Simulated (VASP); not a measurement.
Band structure of BeTe (relaxed from the alpha-GeTe structure, space group F-43m). Level of theory: r2SCAN meta-GGA, VASP's PBE PAW potentials (set 64) (plane waves; VASP).

Unless said otherwise, spin-orbit coupling is left out, though it shifts the bands of the heavy elements here.

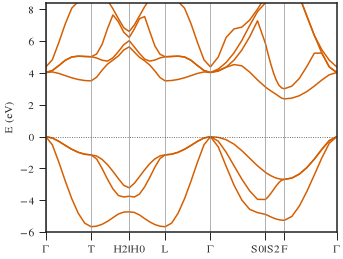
*Bands along high-symmetry lines, zero at the valence-band maximum or, without a gap, the Fermi level*

### Question
Read the plot: is there a gap, and where are the band edges?

### Answer
The gap is indirect, 2.37 eV, from the valence maximum at Γ to the conduction minimum at F.

The structure was generated: BeTe was put into the alpha-GeTe type (R3m), which need not be its known phase. It was relaxed first, which changed the volume by +30 %. The relaxed cell has space group F-43m.
